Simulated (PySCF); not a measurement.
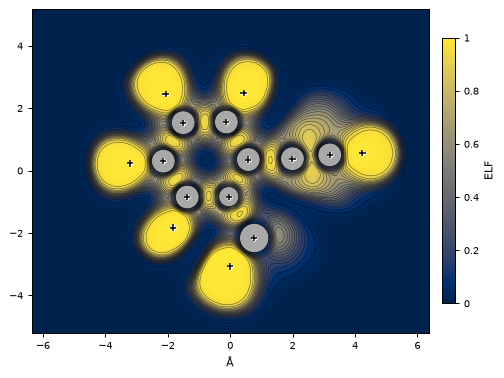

The electron localisation function on a plane through atoms (crosses mark nuclei in the plane; grey discs cover the cores).

Method: PySCF 2.14.0, PBE0/pcSseg-1, SCF density, gas phase, non-relativistic.

Candidates:
A. C$_{7}$H$_{13}$N$_{3}$ (SMILES Cc1cn(C(C)(C)C)nn1)
B. C$_{6}$H$_{12}$O$_{2}$ (SMILES CC(=O)OC(C)(C)C)
C. C$_{7}$H$_{8}$BN (SMILES [BH3-][n+]1ccccc1C#C)

Which system is this?

Answer. Candidate C: C$_{7}$H$_{8}$BN on the plane of atoms B1, N2 and C7, which holds B, N, C and H. C–C (1.20 Å): the ELF peaks at about 0.85 between the atoms: a multiple bond. C–N (1.33 Å): the ELF peaks at about 0.90 between the atoms, as expected for a covalent bond.
